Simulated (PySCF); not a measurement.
SMILES C[OH+]C (charge +1) at its PBE0/def2-SVP optimised geometry (Å):

```
10

C      1.4388     0.5100     0.0000
O     -0.0294     0.5100     0.0000
C     -0.7346    -0.4001    -0.9110
H      1.8025     0.8168    -0.9895
H      1.7402    -0.5132     0.2493
H      1.7449     1.2051     0.7897
H     -0.4059     1.4093     0.0000
H     -1.8025    -0.2803    -0.6973
H     -0.3999    -1.4093    -0.6475
H     -0.4854    -0.1414    -1.9485
```

Calculation: PBE0/def2-TZVP run with PySCF 2.14.0.

Map of the electron localisation function on the plane z = 1.2 Å:

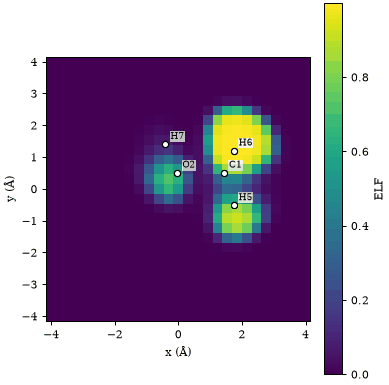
*Electron localisation function on the plane z = 1.2 Å.*
